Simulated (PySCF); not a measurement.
# [WOF5]2- (F5OW, charge −2, doublet): electronic structure

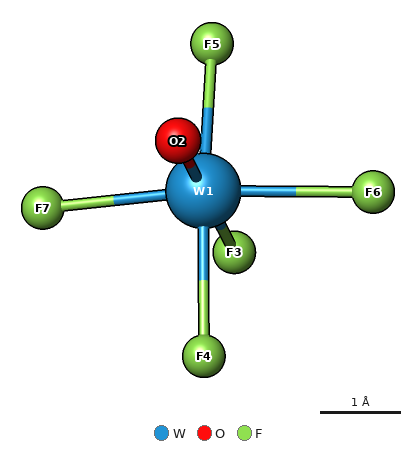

The molecule, with its atoms numbered as below. No frequency check shows the geometry to be a minimum.

Cartesian coordinates (Å):

```
W1      -0.0013   -0.0000    0.1295
O2      -0.0180   -0.0038    1.8369
F3       0.0199    0.0027   -1.9674
F4       0.1288    2.1104   -0.1787
F5      -0.1247   -2.1099   -0.1863
F6      -2.1086    0.1270   -0.1991
F7       2.1116   -0.1266   -0.1658
```

### 1. Bonding charge

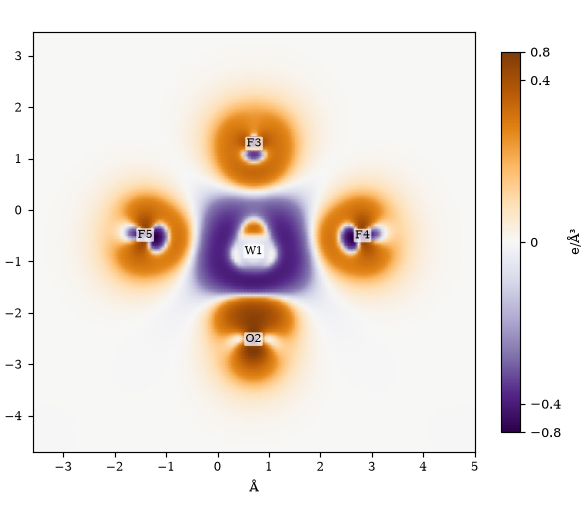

Deformation density (molecule less spherical, spin-averaged free atoms) in the plane of W1, O2, F3, F4 and F5; colour scale in e/Å³, logarithmic beyond ±0.1; orange: gain, purple: loss.

Level of theory: B3LYP/def2-SVPD (PySCF), at a geometry from GFN2-xTB. Core potentials replace the inner electrons of W; spin–orbit coupling isn't included. The highest occupied orbitals have positive energy: in the gas phase this ion holds its electrons only through the finite basis. This is a single-reference result, which may miss multireference character in this system. The stability of the open-shell solution wasn't checked. GFN2-xTB doesn't know the spin state, so this open-shell geometry is rough.

> How much density has each bond in this plane gained at its critical point, relative to the free atoms?

W1–O2: +0.08 e/Å³ at the bond critical point (bond length 1.71 Å); up to 0.6 Å beside the axis the gain reaches +0.48 e/Å³. W1–F3: −0.02 e/Å³ at the bond critical point (bond length 2.10 Å); up to 0.6 Å beside the axis the gain reaches +0.15 e/Å³. W1–F4 and W1–F5: −0.04 e/Å³ at the bond critical point (bond length 2.14 Å). In all, 3.2 electrons gather in the regions of gain relative to the promolecule of neutral atoms (this includes the anion's extra charge). A small or negative value marks a very polar bond, one between electron-rich atoms, whose free-atom densities already overlap strongly, a long bond to a heavier atom, or a closed-shell contact such as a hydrogen bond.

> Where do the Hirshfeld charges lie?

The highest Hirshfeld charge is on W1 (+0.74 e), the lowest on F3 (−0.47 e).

### 2. Bond critical points

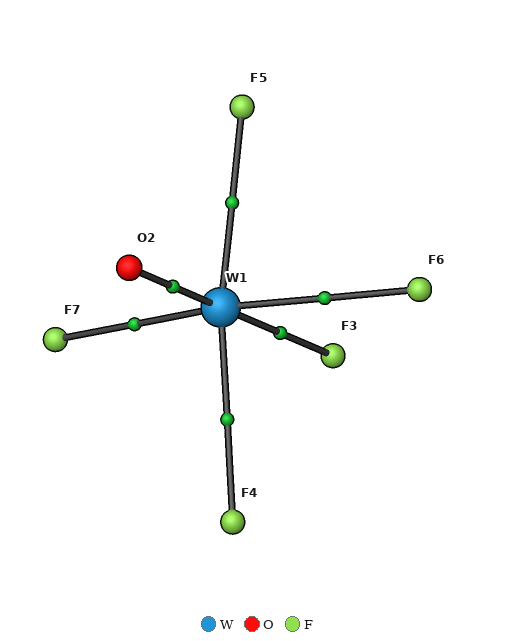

Molecular graph of the electron density (QTAIM): bond paths, bond critical points (green), ring points (magenta, if any); weak paths are dashed.

> How many critical points of each kind are there, and does the count close?

7 nuclei, 6 bond, 0 ring and 0 cage critical points: 7 − 6 + 0 − 0 = 1, as the Poincaré–Hopf relation requires.

> Tabulate density, Laplacian, ellipticity and energy density at the bond critical points (atomic units).

```csv
bond,length (Å),ρ (a.u.),∇²ρ (a.u.),ε,H (a.u.)
W1–O2,1.707,0.253,+0.99,0.00,−0.171
W1–F3,2.097,0.083,+0.41,0.00,−0.005
W1–F6 (4 alike),2.137,0.075,+0.34,0.52,−0.007
```

> What kind of interaction is W1–O2?

Polar or intermediate (positive Laplacian, negative energy density H): ρ = 0.253, ∇²ρ = +0.99, H = −0.171 a.u.

### 3. Electrostatic potential

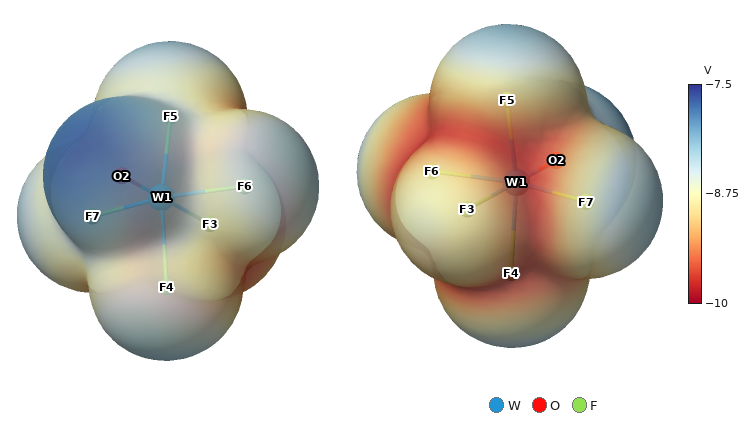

Electrostatic potential on the surface of electron density 0.001 a.u. (back view left, front view right).

> Where are the extremes of the potential on the surface?

Highest: −7.68 V, 1.9 Å from O2. Lowest: −9.76 V, about equally far (1.9 Å) from F3 and F7, over W1 (2.9 Å), and at like points elsewhere. The surface is sampled at points, so like sites can differ by a few per cent and only the strongest of them is named.

### 4. Spin density

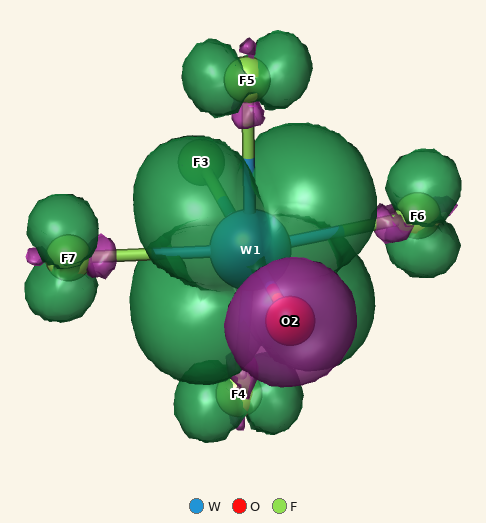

Spin density ρα − ρβ at ±0.01 e/Å³ (green: excess α, purple: excess β).

> Where is the unpaired spin?

Hirshfeld spin populations: W1 +0.89. Spin polarisation leaves negative spin on O2 (−0.04). ⟨S²⟩ = 0.75, as for a pure state. The picture also shows regions of β spin from spin polarisation; the Hirshfeld sums, whose atoms overlap, net them against the α spin of neighbours.

The PySCF run shown took 55 s on 1 thread of Arm Neoverse V2 (shared host).
